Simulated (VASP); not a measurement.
Band structure of GaAs (relaxed from the layered h-BN type structure, space group P6_3/mmc). Method: PBEsol GGA, VASP's PBE PAW potentials (set 64) (plane waves; VASP).

Without a dispersion term in the relaxation, distances and binding between the weakly bound layers, chains or molecules are unreliable, and so is what depends on them.

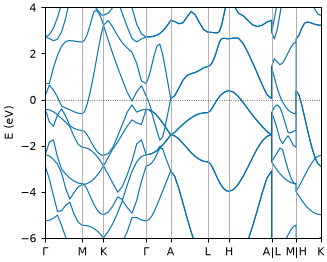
Fig. 1. Bands along high-symmetry lines, zero at the valence-band maximum or, without a gap, the Fermi level

Problem. Read the plot: is there a gap, and where are the band edges?

Solution. It has no gap at this level: it comes out as a metal or semimetal. (Edges off the drawn lines would not show.)

The structure was generated: GaAs was put into the layered h-BN type type (P6_3/mmc), which need not be its known phase. It was relaxed first, which changed the volume by -40 %.
